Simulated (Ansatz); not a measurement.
Process, species as SMILES: CCl (CH3-Cl) → [CH2-]Cl + H+
B3LYP-D3(BJ)/def2-TZVP geometries, fixed; electronic energies without zero-point terms.

Basis-set convergence of the deprotonation energy at CCSD(T) with Ansatz (a quantum-chemistry and plane-wave program). All functions are spherical. Cores are frozen. No added dispersion term, no relativity. Functions are those of the species that has most. Reference: Hartree-Fock in aug-cc-pV(Q+d)Z plus the correlation part extrapolated as X^-3 from aug-cc-pV(T+d)Z and aug-cc-pV(Q+d)Z, 405.18 kcal/mol, itself unsure by roughly 0.20 kcal/mol (a third of the extrapolation step and of the last Hartree-Fock step). Deviations are taken from unrounded values. Cost is core time over that of 6-311++G(2d,2p), rough, on shared machines of one kind; a dash marks a row that isn't timed (too short, read off another run, short of memory, by another algorithm or on other hardware).

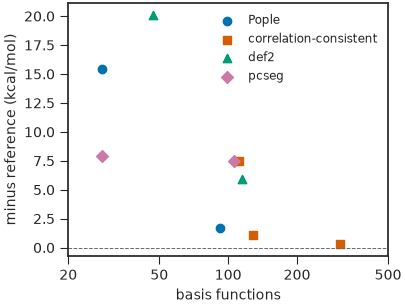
*Deviation from the reference against the number of basis functions, by family of sets.*

| basis | functions | deprotonation energy (kcal/mol) | minus reference (kcal/mol) | cost |
|---|---|---|---|---|
| 3-21G | 28 | 420.59 | 15.41 | - |
| pcseg-0 | 28 | 413.07 | 7.89 | - |
| def2-SVP | 47 | 425.28 | 20.10 | - |
| 6-311++G(2d,2p) | 92 | 406.83 | 1.65 | 1× |
| pcseg-2 | 106 | 412.70 | 7.52 | 1× |
| cc-pV(T+d)Z | 111 | 412.65 | 7.47 | 1× |
| def2-TZVPP | 115 | 411.13 | 5.95 | 1× |
| jun-cc-pV(T+d)Z | 129 | 406.30 | 1.13 | 2× |
| aug-cc-pV(Q+d)Z | 307 | 405.46 | 0.28 | 40× |
